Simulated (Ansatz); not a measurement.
**SiH2Cl (chlorosilyl radical): levels of theory compared**

Wanted: a comparison of 6 runs (U-r2SCAN/STO-3G, UBHLYP/STO-3G, UHSE06/STO-3G, UMP2/STO-3G, UBCCD(T)/STO-3G, UCCSD(T)/STO-3G) of SiH2Cl (chlorosilyl radical). 

Program for the calculation: Ansatz 0.2.0.

52 further runs of the same task are left out: 52 set aside as unsound or not needed.

## (1) Starting point

SiH2Cl has 4 atoms, charge 0, and is taken as a doublet. As SMILES, `[SiH2]Cl`. The H4–Si1 distance was set to 1.814 Å, away from the relaxed value.

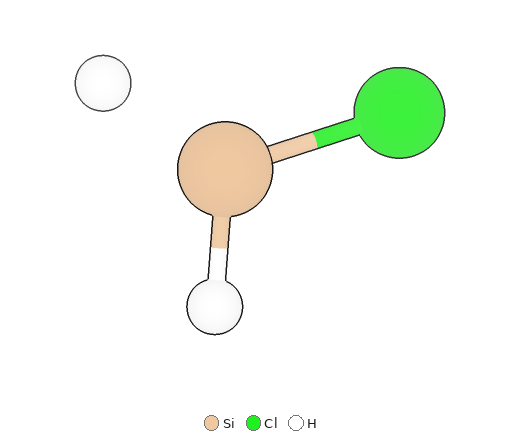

Viewed from a chosen angle; silicon light orange, chlorine green, hydrogen white.

## (2) The energy at U-r2SCAN/STO-3G (run 1)

Contents of job.yaml:

```yaml
basis:
  gaussian:
    orbitals: STO-3G
crystal:
  periodic: [false, false, false]
  atoms:
    - {symbol: Si, position_ang: [-0.292197, 0.097077, 0.465979]}
    - {symbol: Cl, position_ang: [1.589073, -0.200233, 1.145479]}
    - {symbol: H, position_ang: [-1.073617, -1.118903, 0.597699]}
    - {symbol: H, position_ang: [-0.249110, 0.800200, -1.205980]}
hamiltonian:
  xc: {name: r2SCAN}
accuracy: high
magnetization:
  spin_polarized: true
  initial_magnetization: 1
```

On the command line:

```console
$ ansatz run job.yaml --threads 1 --pin off --max-ram 2610MiB --events-out events.jsonl --progress --plain --runs-dir runs
```

The program printed:

```text
Warning: RAYON_NUM_THREADS=1 ignored (pool sized by the plan → 1); use --threads N
Functional definition: r2SCAN
  name "r2SCAN"
  parameter k0 = 0.174
  parameter k1 = 0.065
  parameter a1 = 4.9479
  exchange = r2scan_x(k0 = k0, k1 = k1, a1 = a1)
  correlation = r2scan_c
341 factors; integrals over basis functions are off by at most 3.6e-9 eV
mean field evaluation 1: about -20201.0117 eV, gradient 1.3e1 eV
mean field evaluation 2: about -20200.2860 eV, gradient 1.6e1 eV
mean field evaluation 4: about -20202.5967 eV, gradient 2.6e-1 eV
mean field evaluation 8: about -20202.5645 eV, gradient 6.7e-3 eV
mean field evaluation 16: about -20202.5645 eV, gradient 2.5e-6 eV
mean field -20202.56445338 eV, -742.4305498717 hartree, gradient 6.0e-8 eV, S^2 0.750868; 0 other end points of the search recorded, 0 dependent functions left out
reference -20202.56445411 eV, -742.4305498986 hartree; 17, 16 occupied and 3, 4 virtual orbitals, 341 factors
Total energy: -20202.56445411 eV, -742.4305498986 hartree
```

Wall time 4.5 s (1 thread of AMD EPYC 7R43 (Zen 3), shared host); peak memory 0.23 GiB.

## (3) A single-point energy at UBHLYP/STO-3G (run 2)

Contents of job.yaml:

```yaml
crystal:
  periodic: [false, false, false]
  atoms:
    - {symbol: Si, position_ang: [-0.292197, 0.097077, 0.465979]}
    - {symbol: Cl, position_ang: [1.589073, -0.200233, 1.145479]}
    - {symbol: H, position_ang: [-1.073617, -1.118903, 0.597699]}
    - {symbol: H, position_ang: [-0.249110, 0.800200, -1.205980]}
basis:
  gaussian: {orbitals: STO-3G}
magnetization: {spin_polarized: true, initial_magnetization: 1}
hamiltonian: {xc: {name: BHLYP}}
accuracy: high
```

On the command line:

```console
$ ansatz run job.yaml --threads 1 --pin off --max-ram 2610MiB --events-out events.jsonl --progress --plain --runs-dir runs
```

The program printed:

```text
Warning: RAYON_NUM_THREADS=1 ignored (pool sized by the plan → 1); use --threads N
Functional definition: BHLYP
  name "BHLYP"
  parameter a = 0.5
  exchange = (1 - a)*b88_x + a*exact_x
  correlation = lyp_c
341 factors; integrals over basis functions are off by at most 3.6e-9 eV
mean field evaluation 1: about -20202.4849 eV, gradient 1.1e1 eV
mean field evaluation 2: about -20203.5181 eV, gradient 6.0e0 eV
mean field evaluation 4: about -20203.8518 eV, gradient 1.5e-1 eV
mean field evaluation 8: about -20203.8407 eV, gradient 1.1e-2 eV
mean field evaluation 16: about -20203.8407 eV, gradient 7.9e-6 eV
mean field -20203.84069638 eV, -742.4774509367 hartree, gradient 6.3e-8 eV, S^2 0.752371; 0 other end points of the search recorded, 0 dependent functions left out
reference -20203.84071413 eV, -742.4774515891 hartree; 17, 16 occupied and 3, 4 virtual orbitals, 341 factors
Total energy: -20203.84071413 eV, -742.4774515891 hartree
```

Wall time 1.8 s (1 thread of AMD EPYC 7R43 (Zen 3), shared host); peak memory 0.14 GiB.

Runs 3 to 5 aren't shown in full; the table further down has their settings and results.

## (4) A single-point energy at UCCSD(T)/STO-3G (run 6)

Contents of job.yaml:

```yaml
crystal:
  periodic: [false, false, false]
  atoms:
    - symbol: Si
      position_ang: [-0.292197, 0.097077, 0.465979]
    - symbol: Cl
      position_ang: [1.589073, -0.200233, 1.145479]
    - symbol: H
      position_ang: [-1.073617, -1.118903, 0.597699]
    - symbol: H
      position_ang: [-0.249110, 0.800200, -1.205980]
basis:
  gaussian: {orbitals: STO-3G}
magnetization: {spin_polarized: true, initial_magnetization: 1}
correlation: {method: ccsd_t, frozen_orbitals: {Cl: 5, H: 0, Si: 5}}
accuracy: high
scf: {omitted_lower_state_checks: [cluster_reference, increment]}
```

On the command line:

```console
$ ansatz run job.yaml --threads 1 --pin off --max-ram 2610MiB --events-out events.jsonl --progress --plain --runs-dir runs
```

The program printed:

```text
Warning: RAYON_NUM_THREADS=1 ignored (pool sized by the plan → 1); use --threads N
[... 11 lines left out ...]
10 core orbitals not correlated: weight in the atoms' cores, before any rotation towards them, 1.000 or more for the frozen orbitals, at most 0.000 for the correlated occupied ones
[... 25 lines left out ...]
Total energy: -20173.23844315 eV, -741.3528388737 hartree
Checks for a lower state left out: cluster_reference, increment
```

It took 0.32 s on 1 thread of AMD EPYC 7R43 (Zen 3), shared host.

## (5) Overview of the runs

```csv
run,level,frozen core orbitals,energy (Eh),⟨S²⟩,wall time
1,U-r2SCAN/STO-3G,–,-742.430550,0.751,4.5 s
2,UBHLYP/STO-3G,–,-742.477452,0.752,1.8 s
3,UHSE06/STO-3G,–,-742.191985,0.751,2.2 s
4,UMP2/STO-3G,10,-741.329869,0.755,0.2 s
5,UBCCD(T)/STO-3G,10,-741.352829,0.755,0.34 s
6,UCCSD(T)/STO-3G,10,-741.352839,0.755,0.32 s
```

## (6) What came out

| quantity | value |
| --- | --- |
| run 6: total energy | -741.35284 Eh |
| run 6: correlation energy (10 core orbitals frozen) | -63.4 mEh |
| run 6: (T) correction | -0.93 mEh |
| run 6: ⟨S²⟩ of the reference determinant | 0.755 |
| run 6: T1 diagnostic | 0.010 |

In words: Totals of different functionals can't be ranked against each other. In runs 1, 2, 3, 4, 5, 6 the basis is minimal, so the values are rough. All runs together took 9.3 s, the longest 4.5 s.
